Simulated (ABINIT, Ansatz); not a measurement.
# A GW chain in ABINIT: Li2SnF6 (P-31m)

Aim: the G0W0 gap of Li2SnF6 (P-31m) on PBEsol, step by step.

Method: PBEsol and many-body steps on it, plane waves, in ABINIT 10.8.3.

## (1) The starting structure

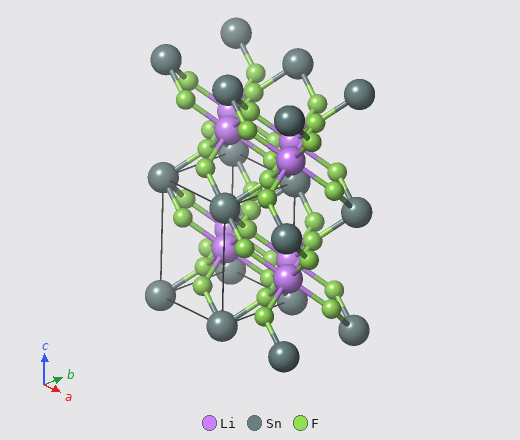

The cell as given, slightly off an axis (lithium purple, tin teal, fluorine green). 2×1×2 cells are drawn. Some periodic images of atoms are drawn too.

As a file:

```cif
data_structure
_symmetry_space_group_name_H-M 'P 1'
_symmetry_Int_Tables_number 1
_cell_length_a 4.9095
_cell_length_b 4.9095
_cell_length_c 4.5380
_cell_angle_alpha 90.000
_cell_angle_beta 90.000
_cell_angle_gamma 120.000
_cell_volume 94.73
loop_
_atom_site_label
_atom_site_type_symbol
_atom_site_fract_x
_atom_site_fract_y
_atom_site_fract_z
_atom_site_occupancy
Li1 Li 0.66667 0.33333 0.50000 1
Li2 Li 0.33333 0.66667 0.50000 1
Sn3 Sn 0.00000 0.00000 0.00000 1
F4 F 0.32909 0.32909 0.25503 1
F5 F 0.67091 0.67091 0.74497 1
F6 F 0.67091 0.00000 0.25503 1
F7 F 0.32909 0.00000 0.74497 1
F8 F 0.00000 0.67091 0.25503 1
F9 F 0.00000 0.32909 0.74497 1
```

The cell and positions are those that the Materials Project relaxed with its own functionals (PBE, PBE+U or r2SCAN), kept fixed.

## (2) Ground state

This step: ABINIT 10.8.3; DFT, PBEsol, plane waves, norm-conserving pseudopotentials.

The ground-state density comes first.

run.abi reads:

```
acell 3*1.0 Angstrom
rprim 
  4.909513934494 -0.000000000024 0.000000000000
  -2.454756967227 4.251763787517 0.000000000000
  0.000000000000 0.000000000000 4.538039080000
ntypat 3
znucl 3 50 9
natom 9
typat 1 1 2 3 3 3 3 3 3
xred 
  0.666666666667 0.333333333333 0.500000000000
  0.333333333333 0.666666666667 0.500000000000
  0.000000000000 0.000000000000 0.000000000000
  0.329091060000 0.329091060000 0.255027190000
  0.670908940000 0.670908940000 0.744972810000
  0.670908940000 0.000000000000 0.255027190000
  0.329091060000 0.000000000000 0.744972810000
  0.000000000000 0.670908940000 0.255027190000
  0.000000000000 0.329091060000 0.744972810000
pp_dirpath "pseudos"
pseudos "Li.upf, Sn.upf, F.upf"
ecut 36
ngkpt 6 6 4
nshiftk 1
shiftk 0 0 0
kptopt 1
chksymbreak 0
nband 39
occopt 1
tolvrs 1e-10
nstep 60
prtwf 0
optforces 0
optstress 0
indata_prefix "in"
outdata_prefix "out"
tmpdata_prefix "tmp"
```

Command:

```console
OMP_NUM_THREADS=1 mpirun -n 4 abinit run.abi > log
```

Numbers of over 12 decimals in the logs are rounded to 6 here.

What it wrote:

```text
.Version 10.8.3 of ABINIT. v10.8.2 released Aug 2026.

 Symmetries : space group P-3 1 m (#162); Bravais hP (primitive hexag.)
================================================================================
 Values of the parameters that define the memory need of the present run
     intxc =       0    ionmov =       0      iscf =       7    lmnmax =       6
     lnmax =       6     mgfft =      54  mpssoang =       3    mqgrid =    3001
     natom =       9  nloc_mem =       1    nspden =       1   nspinor =       1
    nsppol =       1      nsym =      12    n1xccc =    2501    ntypat =       3
    occopt =       1   xclevel =       2
-    mband =          39        mffmem =           1         mkmem =           6
       mpw =        6612          nfft =      139968          nkpt =          24
================================================================================
  Rough estimation (10% accuracy) of disk space for files :
================================================================================

--------------------------------------------------------------------------------
------------- Echo of variables that govern the present computation ------------
--------------------------------------------------------------------------------
 -outvars: echo values of preprocessed input variables --------
            acell      1.8897261259E+00  1.8897261259E+00  1.8897261259E+00 Bohr

      chksymbreak           0
             ecut      3.60000000E+01 Hartree
-          fftalg         312

              ixc     -116133
              kpt      0.00000000E+00  0.00000000E+00  0.00000000E+00
                       1.66666667E-01  0.00000000E+00  0.00000000E+00
                       3.33333333E-01  0.00000000E+00  0.00000000E+00
                       5.00000000E-01  0.00000000E+00  0.00000000E+00
                       1.66666667E-01  1.66666667E-01  0.00000000E+00
                       3.33333333E-01  1.66666667E-01  0.00000000E+00
                       3.33333333E-01  3.33333333E-01  0.00000000E+00
                       0.00000000E+00  0.00000000E+00  2.50000000E-01
                       1.66666667E-01  0.00000000E+00  2.50000000E-01
   [... 13 further rows ...]
                       3.33333333E-01  1.66666667E-01  5.00000000E-01
                       3.33333333E-01  3.33333333E-01  5.00000000E-01
         kptrlatt        6    0    0      0    6    0      0    0    4
          kptrlen      3.43026040E+01
P           mkmem           6
            natom           9
            nband          39
            ngfft          54      54      48
             nkpt          24
            nstep          60
             nsym          12
           ntypat           3
              occ      2.000000  2.000000  2.000000  2.000000  2.000000  2.000000
                       2.000000  2.000000  2.000000  2.000000  2.000000  2.000000
                       2.000000  2.000000  2.000000  2.000000  2.000000  2.000000
                       2.000000  2.000000  2.000000  2.000000  2.000000  2.000000
                       2.000000  2.000000  2.000000  2.000000  2.000000  2.000000
                       2.000000  0.000000  0.000000  0.000000  0.000000  0.000000
[...]
optforces           0
        optstress           0
            prtwf           0
            rprim      4.9095139345E+00 -2.4000000000E-11  0.0000000000E+00
[...]
spgroup         162

           tolvrs      1.00000000E-10

             xred      6.6666666667E-01  3.3333333333E-01  5.0000000000E-01
[...]
znucl        3.00000   50.00000    9.00000

================================================================================

 chkinp: Checking input parameters for consistency.

================================================================================
== DATASET  1 ==================================================================
-   mpi_nproc: 4, omp_nthreads: 1 (-1 if OMP is not activated)

--- !DatasetInfo
iteration_state: {dtset: 1, }
dimensions: {natom: 9, nkpt: 24, mband: 39, nsppol: 1, nspinor: 1, nspden: 1, mpw: 6612, }
cutoff_energies: {ecut:  36.0, pawecutdg:  -1.0, }
electrons: {nelect:   6.20000000E+01, charge:   0.00000000E+00, occopt:   1.00000000E+00, tsmear:   1.00000000E-02, }

 Real(R)+Recip(G) space primitive vectors, cartesian coordinates (Bohr,Bohr^-1):
 R(1)=  9.2776367  0.0000000  0.0000000  G(1)=  0.1077861  0.0622303  0.0000000
 R(2)= -4.6388184  8.0346691  0.0000000  G(2)=  0.0000000  0.1244606  0.0000000
 R(3)=  0.0000000  0.0000000  8.5756510  G(3)=  0.0000000  0.0000000  0.1166092
 Unit cell volume ucvol=  6.3925254E+02 bohr^3
 Angles (23,13,12)=  9.00000000E+01  9.00000000E+01  1.20000000E+02 degrees

 getcut: wavevector=  0.0000  0.0000  0.0000  ngfft=  54  54  48
         ecut(hartree)=     36.000   => boxcut(ratio)=   2.07232

--- Pseudopotential description ------------------------------------------------
- Li Generated using ONCVPSP code by D. R. Hamann
-  3.00000   3.00000  180301                  znucl, zion, pspdat
12 -116133 1 -1 1944                          pspcod,pspxc,lmax,lloc,mmax
     nproj     2     2     0
  pspatm : epsatm=    2.60875052
         --- l  ekb(1:nproj) -->
[...]
pspatm: atomic psp has been read  and splines computed

[...]
pspatm: atomic psp has been read  and splines computed

- F Generated using ONCVPSP code by D. R. Hamann
-  9.00000   7.00000  180301                  znucl, zion, pspdat
12 -116133 2 -1 832                           pspcod,pspxc,lmax,lloc,mmax
     nproj     2     2     1
  pspatm : epsatm=    4.89824381
         --- l  ekb(1:nproj) -->
[...]
2   -2.394754
 pspatm: atomic psp has been read  and splines computed

   4.15727496E+03                                ecore*ucvol(ha*bohr**3)
--------------------------------------------------------------------------------

_setup2: Arith. and geom. avg. npw (full set) are    6596.063    6596.049

================================================================================

--- !BeginCycle
iteration_state: {dtset: 1, }
solver: {iscf: 7, nstep: 60, nline: 4, wfoptalg: 0, }
tolerances: {tolvrs: 1.00E-10, }

     iter   Etot(hartree)      deltaE(h)  residm     vres2
 ETOT  1  -240.16560455169    -2.402E+02 2.713E-01 1.422E+03
 ETOT  2  -240.50469402545    -3.391E-01 1.248E-02 4.092E+02
 ETOT  3  -240.67115614604    -1.665E-01 6.889E-03 4.928E+01
 ETOT  4  -240.68163819559    -1.048E-02 3.343E-03 6.070E-01
 ETOT  5  -240.68175702305    -1.188E-04 2.631E-03 5.025E-02
 ETOT  6  -240.68176714383    -1.012E-05 2.269E-03 1.032E-03
 ETOT  7  -240.68176725569    -1.119E-07 1.533E-03 3.241E-05
 ETOT  8  -240.68176725976    -4.069E-09 9.239E-04 2.209E-06
 ETOT  9  -240.68176725990    -1.398E-10 9.414E-04 1.038E-07
 ETOT 10  -240.68176725990    -5.457E-12 4.028E-04 9.399E-09
 ETOT 11  -240.68176725990     1.279E-12 2.606E-04 2.608E-10
 ETOT 12  -240.68176725991    -6.992E-12 2.065E-04 1.906E-11

 At SCF step   12       vres2   =  1.91E-11 < tolvrs=  1.00E-10 =>converged.

--- !ResultsGS
iteration_state: {dtset: 1, }
comment   : Summary of ground state results
lattice_vectors:
- [  9.2776367,  -0.0000000,   0.0000000, ]
- [ -4.6388184,   8.0346691,   0.0000000, ]
- [  0.0000000,   0.0000000,   8.5756510, ]
lattice_lengths: [   9.27764,    9.27764,    8.57565, ]
lattice_angles: [ 90.000,  90.000, 120.000, ] # degrees, (23, 13, 12)
lattice_volume:   6.3925254E+02
convergence: {deltae: -6.992E-12, res2:  1.906E-11, residm:  2.065E-04, diffor:  0.000E+00, }
etotal    :  -2.40681767E+02
entropy   :   0.00000000E+00
fermie    :  -2.47747711E-02
cartesian_stress_tensor: null
pressure_GPa: null
xred      :
- [  6.6667E-01,   3.3333E-01,   5.0000E-01, Li]
- [  3.3333E-01,   6.6667E-01,   5.0000E-01, Li]
- [  0.0000E+00,   0.0000E+00,   0.0000E+00, Sn]
- [  3.2909E-01,   3.2909E-01,   2.5503E-01,  F]
- [  6.7091E-01,   6.7091E-01,   7.4497E-01,  F]
- [  6.7091E-01,  -2.5894E-35,   2.5503E-01,  F]
- [  3.2909E-01,   2.5894E-35,   7.4497E-01,  F]
- [  0.0000E+00,   6.7091E-01,   2.5503E-01,  F]
- [  0.0000E+00,   3.2909E-01,   7.4497E-01,  F]
cartesian_forces: null
force_length_stats: {min: null, max: null, mean: null, }

 Integrated electronic density in atomic spheres:
 ------------------------------------------------
 Atom  Sphere_radius  Integrated_density
[...]
================================================================================

 ----iterations are completed or convergence reached----

 Mean square residual over all n,k,spin=   12.503E-07; max=  20.647E-05
 reduced coordinates (array xred) for    9 atoms
[...]
0.670908940000      0.670908940000      0.744972810000
       0.670908940000     -0.000000000000      0.255027190000
       0.329091060000      0.000000000000      0.744972810000
       0.000000000000      0.670908940000      0.255027190000
       0.000000000000      0.329091060000      0.744972810000
 rms dE/dt=  0.0000E+00; max dE/dt=  0.0000E+00; dE/dt below (all hartree)
    1       0.000000000000      0.000000000000      0.000000000000
    2       0.000000000000      0.000000000000      0.000000000000
    3       0.000000000000      0.000000000000      0.000000000000
    4       0.000000000000      0.000000000000      0.000000000000
    5       0.000000000000      0.000000000000      0.000000000000
    6       0.000000000000      0.000000000000      0.000000000000
    7       0.000000000000      0.000000000000      0.000000000000
    8       0.000000000000      0.000000000000      0.000000000000
    9       0.000000000000      0.000000000000      0.000000000000

 cartesian coordinates (angstrom) at end:
    1      2.454757     1.417255     2.269020
[...]
5      1.646918     2.852546     3.380716
    6      3.293837    -1.61e-11     1.157323
    7      1.615677    -7.9e-12     3.380716
    8     -1.646918     2.852546     1.157323
    9     -0.807839     1.399217     3.380716
 length scales=  1.889726125908  1.889726125908  1.889726125908 bohr
              =  1.000000000000  1.000000000000  1.000000000000 angstroms
 prteigrs : about to open file out_EIG
 Fermi (or HOMO) energy (hartree) =  -0.02477   Average Vxc (hartree)=  -0.37925
 Eigenvalues (hartree) for nkpt=  24  k points:
 kpt#   1, nband= 39, wtk=  0.00694, kpt=  0.0000  0.0000  0.0000 (reduced coord)
  -1.48988   -1.48870   -0.78598   -0.78598   -0.78433   -0.75356   -0.74972   -0.74972
  -0.69659   -0.69658   -0.69658   -0.65580   -0.65580   -0.22890   -0.12995   -0.12995
  -0.12399   -0.10850   -0.10025   -0.10025   -0.09163   -0.07368   -0.07368   -0.06586
  -0.05973   -0.05973   -0.03496   -0.03496   -0.03137   -0.03137   -0.02639    0.16651
   0.37233    0.41975    0.41975    0.42478    0.51921    0.51921    0.53082
 prteigrs : prtvol=0 or 1, do not print more k-points.

--- !EnergyTerms
iteration_state     : {dtset: 1, }
comment             : Components of total free energy in Hartree
kinetic             :  1.55229238497472E+02
hartree             :  6.59292459492872E+01
xc                  : -5.78685670266272E+01
Ewald energy        : -1.52358163644910E+02
psp_core            :  6.50333746583628E+00
local_psp           : -2.10466394990537E+02
non_local_psp       : -4.76504635104303E+01
total_energy        : -2.40681767259909E+02
total_energy_eV     : -6.54928453127469E+03
band_energy         : -2.49925164685491E+01

== END DATASET(S) ==============================================================
================================================================================

 -outvars: echo values of variables after computation  --------
           etotal     -2.4068176726E+02
            nband          39
             nkpt          24
          spgroup         162
 [... the other variables as echoed above ...]

 Calculation completed.
```

It took 2.2 min on 4 MPI ranks of Arm Neoverse N1, shared host; peak memory 0.45 GiB; 8.9 min of CPU time.

Numbers from this step:

```yaml
total_energy: -6549.2845 eV
gap: 5.205 eV
k_of_the_valence_top: 0.5, 0, 0
k_of_the_conduction_bottom: 0, 0, 0
least_direct_gap: 5.249 eV
```

The gap is indirect, with the least direct gap 0.04 eV higher.

(Continued in part 2 of 3.)

[Paths, hosts, dates, memory and timing lines, banners, echoed tables and standing remarks are left out of the program output.]

[Logs are printed without paths, hosts, clocks, repeated set-up lines and the standing remarks that a program may print on its own settings, such as how far it seeks lower states.]

[Runs of the session that timed out or met a known fault of the program may be left out.]

[Hosts, paths, dates, database ids (printed as entryN), source tags and the programs' standing remarks are cut or masked in the printed files.]

[G0W0 gaps are taken among the corrected bands and points alone; a level outside them can change the order at an edge.]

[Where Ansatz stands beside ABINIT at settings called matched, ABINIT's density can come from a denser mesh and the files from another edition; pairs whose starting gaps differed by over 0.03 eV were left out, so agreement reads better than it is.]
